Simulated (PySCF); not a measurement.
C4H5ClOSi

The calculation's input:

```
{"job": {"kind": "uv", "xc": "wB97X-D", "basis": "def2-SVPD", "nstates": 8, "ntriplets": 3}, "charge": 0, "multiplicity": 1}
O      2.633352     1.068673     0.352737
C      2.036245     0.027787     0.258148
C      0.600580    -0.110692     0.029708
C     -0.101891    -1.222260    -0.266009
Si    -1.771681    -0.328859    -0.388160
C     -0.419634     0.997918     0.047739
Cl    -0.573413     1.725866     1.676033
H      2.563125    -0.947442     0.325596
H      0.299228    -2.215558    -0.388526
H     -2.349236    -0.219755    -1.723227
H     -2.723256    -0.595259     0.679021
H     -0.192222     1.818895    -0.629085
```

Launched as:

```sh
OMP_NUM_THREADS=1 python probes_run.py task.json out
```

Geometry: GFN2-xTB.

Theory: wB97X-D/def2-SVPD, SCF density, gas phase in PySCF 2.14.0.

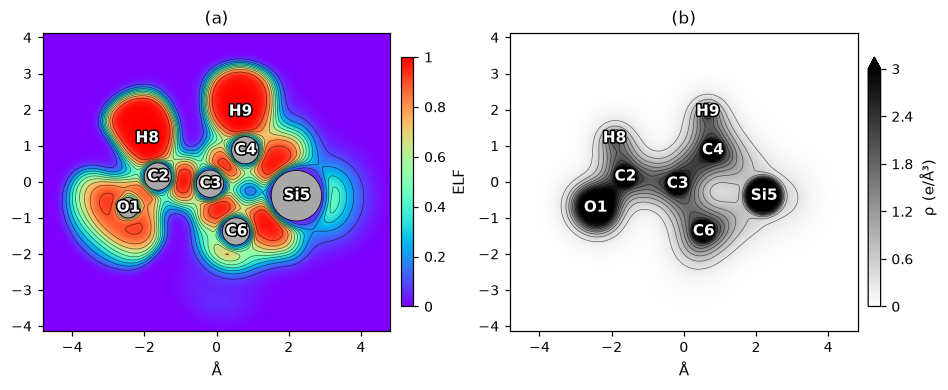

Figure 1. (a) ELF; (b) total electron density on the plane of atoms C3, C4 and Si5. Grey discs cover the atomic cores in the ELF map.

Describe what can be read from this map.

Answer. Atoms in the plane: O, C, Si and H.
C–O (1.20 Å): the density is about 3.4 e/Å³ at the midpoint; the ELF peaks at about 0.85 between the atoms: a short, multiple covalent bond.
C–C (1.35 Å): the density is about 2.3 e/Å³ at the midpoint; the ELF peaks at about 0.95 between the atoms: localised, covalent bonding.
C–Si (1.90 Å): ρ is about 0.89 e/Å³ halfway; the ELF peaks at about 0.95 between the atoms: a shared electron pair.
C–H (1.08 Å): the density is about 2 e/Å³ at the midpoint; the ELF climbs to about 1 towards the hydrogen, as it does in any bond to H: an ordinary covalent bond to hydrogen.
C–C (1.46 Å): ρ is about 1.9 e/Å³ halfway; the ELF peaks at about 0.95 between the atoms: localised, covalent bonding.
The ELF also peaks beside O1, away from the bonds: lone-pair regions.

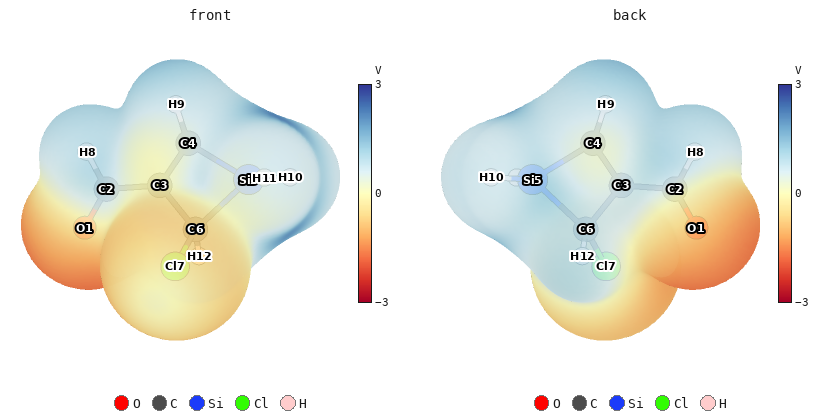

Figure 2. The electrostatic potential painted on the density surface at 0.002 e/bohr³, seen from the front and from behind; the colour scale runs from red (negative) to blue (positive).

Where is the surface potential most negative and most positive?

Answer. The most negative region (about −1.6 V) lies over O1, the most positive (about +2.1 V) over Si5. O1 is the likeliest acceptor of a hydrogen bond.
